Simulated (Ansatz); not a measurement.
# Calculations on Zn18S17 and related structures

**1. Relaxation**

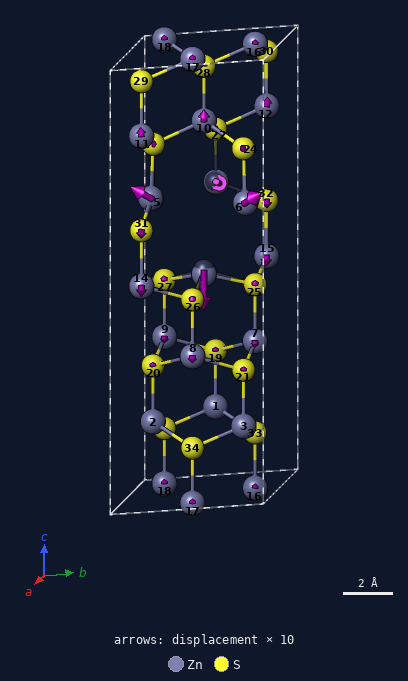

A relaxation of a defect cell of composition Zn₁₈S₁₇ (cell charge +1). The starting structure is drawn faded, the final one solid; purple arrows show the displacements, 10 times their true length.

The picture is a ball-and-stick view of the cell of the calculation (origin shifted), seen slightly off an axis.

Computed with DFT, PBE, plane-wave PAW, default files, scalar-relativistic (Ansatz). Settings: plane-wave cutoff 420 eV; k-point mesh 3 × 3 × 1; occupations fermi dirac; smearing width 0.01 eV; collinear spin; atoms relaxed in a fixed cell; force threshold 0.03 eV/Å; at most 40 steps.

What happened in the run?

The largest move is that of a Zn atom, 0.17 Å along −c. By element the largest moves are Zn 0.17 Å, S 0.04 Å. The cell stays as it was. Near-neighbour distances that change, for instance: S–Zn 2.336 → 2.274 Å, S–Zn 2.377 → 2.322 Å, S–Zn 2.336 → 2.390 Å, S–Zn 2.216 → 2.269 Å. Among the angles between lasting bonds that change: Zn–S–Zn 109.5° → 104.8°, Zn–S–Zn 109.5° → 114.0°, S–Zn–S 109.5° → 113.7°. After 3 accepted moves (4 points after the start) the energy has fallen by 0.219 eV per cell of the calculation. The largest force component goes from 0.57 to 0.029 eV/Å. 1 step only repeated the SCF at the same geometry.

Limits of the set-up: the periodic images lie only 6.6 Å apart, so the values are limited by the cell's size; the cell is charged, on a uniform background, and energies carry no finite-size correction.

**2. Relaxation**

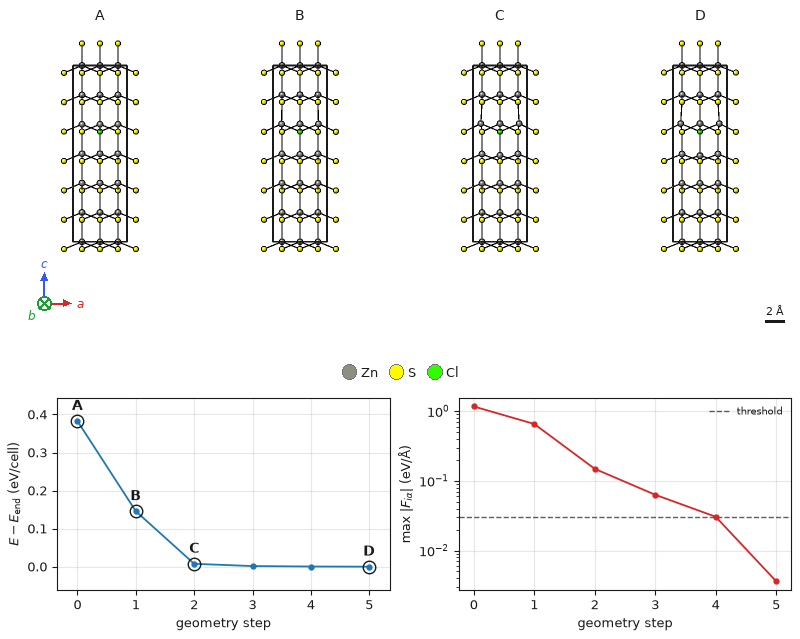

Frames of a relaxation of a defect cell of composition Zn$_{18}$S$_{17}$Cl, marked on the history of the run. Style: ball-and-stick. Shown: the cell of the calculation (origin shifted), along the b axis.

Level of theory: Ansatz, DFT, PBE, plane-wave PAW, default files, scalar-relativistic.

The input:
```yaml
crystal:
  lattice:
    - [5.718, 3.3012888392, 0.0]
    - [-5.718, 3.3012888392, 0.0]
    - [0.0, 0.0, 18.68999]
  atoms:
    - { symbol: Zn, position: [0.0, 0.0, 0.0] }
    - { symbol: Zn, position: [0.3333333333, 0.6666666667, 0.0] }
    - { symbol: Zn, position: [0.6666666667, 0.3333333333, 0.0] }
    - { symbol: Zn, position: [0.0, 0.0, 0.5] }
    - { symbol: Zn, position: [0.3333333333, 0.6666666667, 0.5] }
    - { symbol: Zn, position: [0.6666666667, 0.3333333333, 0.5] }
    - { symbol: Zn, position: [0.3333333333, 0.3333333334, 0.16667] }
    - { symbol: Zn, position: [0.6666666667, 0.0, 0.16667] }
    - { symbol: Zn, position: [0.0, 0.6666666667, 0.16667] }
    - { symbol: Zn, position: [0.3333333333, 1.0, 0.66667] }
    - { symbol: Zn, position: [0.6666666667, 0.6666666666, 0.66667] }
    - { symbol: Zn, position: [0.0, 0.3333333333, 0.66667] }
    - { symbol: Zn, position: [0.3333333333, 1.0, 0.33333] }
    - { symbol: Zn, position: [0.6666666667, 0.6666666666, 0.33333] }
    - { symbol: Zn, position: [0.0, 0.3333333333, 0.33333] }
    - { symbol: Zn, position: [0.3333333333, 0.3333333334, 0.83333] }
    - { symbol: Zn, position: [0.6666666667, 0.0, 0.83333] }
    - { symbol: Zn, position: [0.0, 0.6666666667, 0.83333] }
    - { symbol: S, position: [0.0, 0.0, 0.125] }
    - { symbol: S, position: [0.3333333333, 0.6666666667, 0.125] }
    - { symbol: S, position: [0.6666666667, 0.3333333333, 0.125] }
    - { symbol: S, position: [0.0, 0.0, 0.625] }
    - { symbol: S, position: [0.3333333333, 0.6666666667, 0.625] }
    - { symbol: S, position: [0.6666666667, 0.3333333333, 0.625] }
    - { symbol: S, position: [0.3333333333, 0.3333333334, 0.29167] }
    - { symbol: S, position: [0.6666666667, 0.0, 0.29167] }
    - { symbol: S, position: [0.0, 0.6666666667, 0.29167] }
    - { symbol: S, position: [0.3333333333, 1.0, 0.79167] }
    - { symbol: S, position: [0.6666666667, 0.6666666666, 0.79167] }
    - { symbol: S, position: [0.0, 0.3333333333, 0.79167] }
    - { symbol: Cl, position: [0.3333333333, 1.0, 0.45833], spin: 1.0 }
    - { symbol: S, position: [0.6666666667, 0.6666666666, 0.45833] }
    - { symbol: S, position: [0.0, 0.3333333333, 0.45833] }
    - { symbol: S, position: [0.3333333333, 0.3333333334, 0.95833] }
    - { symbol: S, position: [0.6666666667, 0.0, 0.95833] }
    - { symbol: S, position: [0.0, 0.6666666667, 0.95833] }
magnetization:
  spin_polarized: true
kpoints:
  mp_grid: { grid: [3, 3, 1] }
scf:
  occupations: { method: fermi_dirac, width: 0.01 }
hamiltonian:
  xc: pbe
  pseudopotentials: { kind: paw }
output:
  forces: true
  stress: true
  populations: true
  efg:
    quadrupole_moments_barn: { Zn: 0.122, S: -0.0694, Cl: -0.08112 }
    contact_densities: true
relax:
  f_tol: 0.03
  max_steps: 40
```

Launched with:
```bash
ansatz run input.yaml --threads 4 --pin off --max-ram 8192MiB --backend cpu --events-out ev --progress --plain --runs-dir out
```

> Describe the path.

Zn13 moves most: 0.20 Å along −c. By element the largest moves are Zn 0.20 Å, S 0.03 Å. Cl stays in place. The lattice vectors keep their values. Some distances before and after: Zn13–Cl31 2.336 → 2.542 Å, Zn4–Cl31 2.335 → 2.514 Å, Zn4–S22 2.336 → 2.297 Å, Zn13–S25 2.335 → 2.296 Å. Bond angles that change, for instance: Cl31–Zn6–S32 109.5° → 104.7°, Zn7–S25–Zn13 109.5° → 104.7°, S24–Zn6–S32 109.5° → 114.2°. Over 5 geometry steps the energy falls by 0.383 eV per cell of the calculation. The largest force component goes from 1.2 to 0.0036 eV/Å. The program noted that the starting moments weren't kept. Cost: 2.5 min on 4 threads of Arm Neoverse V2, on a shared host, peak memory 3.3 GiB. From step 0 to 1: Zn13 moves most (0.08 Å), energy −0.237 eV per cell of the calculation. From step 1 to 2: Zn13 moves most (0.10 Å), energy −0.138 eV per cell of the calculation. From step 2 to 5: Zn atoms move most (0.03 Å), energy −7.6 meV per cell of the calculation.

Limits of the set-up: the periodic images lie only 6.6 Å apart, so the values are limited by the cell's size.

**3. Defect**

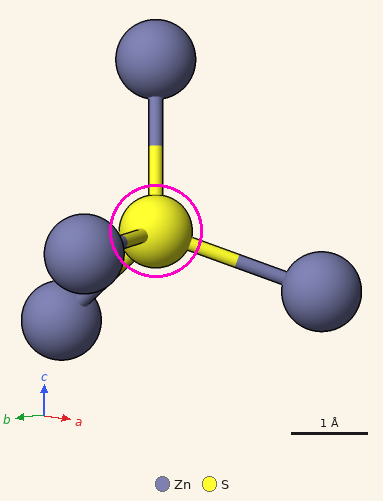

Perfect ZnS. The picture is a ball-and-stick view of the atoms within 3.8 Å of one point, seen from a free direction.

Method: DFT, PBE, plane-wave PAW, default files, scalar-relativistic in Ansatz 0.2.0. (plane-wave cutoff 420 eV; k-point mesh 3 × 3 × 1; occupations fermi dirac; smearing width 0.01 eV; collinear spin) The axes drawn are those of the host's conventional cell.

A sulfur atom is replaced by chlorine at the ringed place, in charge state 0. The supercell has 36 sites, and the atoms are relaxed at the host's cell.

> How do the neighbours respond?

In the host the S atom has 4 Zn at 2.33 to 2.34 Å; the Cl atom ends with 4 Zn at 2.51 to 2.54 Å. Of the host's atoms, a zinc atom moves furthest from its site, by 0.20 Å. The cell ends without a net magnetic moment. Relaxing the atoms from the host's sites lowers the energy by 0.38 eV.

The relaxed defect, seen from the same direction:

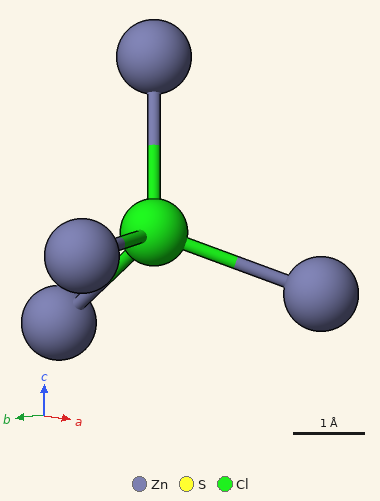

Limits of the set-up: the periodic images lie only 6.6 Å apart, so the values are limited by the cell's size.

**4. Defect**

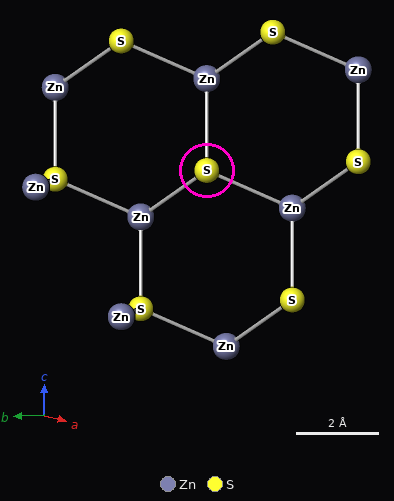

Perfect ZnS. A ball-and-stick model of the atoms within 5.4 Å of one point, in a slice 3.4 Å thick across the line of sight, seen from a free direction.

Level of theory: DFT, PBE, plane-wave PAW, default files, scalar-relativistic in Ansatz 0.2.0. Set-up: plane-wave cutoff 420 eV; k-point mesh 3 × 3 × 1; occupations fermi dirac; smearing width 0.01 eV; collinear spin. The axes drawn are those of the host's conventional cell.

A sulfur atom is replaced by bromine at the ringed place, in charge state 0. The supercell has 36 sites, and the atoms are relaxed at the host's cell.

How do the neighbours respond?

Answer. In the host the S atom has 4 Zn at 2.33 to 2.34 Å; the Br atom ends with 4 Zn at 2.59 to 2.66 Å. Of the host's atoms, a zinc atom moves furthest from its site, by 0.35 Å. The cell ends without a net magnetic moment.

The relaxed defect, seen from the same direction:

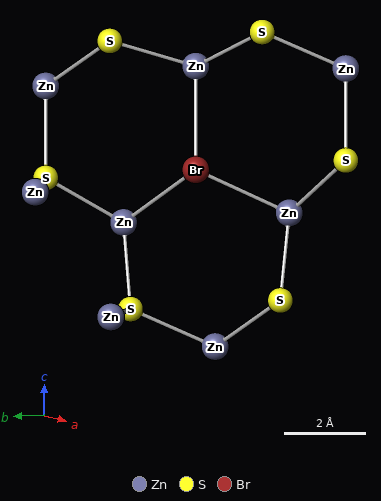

Limits of the set-up: the periodic images lie only 6.6 Å apart, so the values are limited by the cell's size.
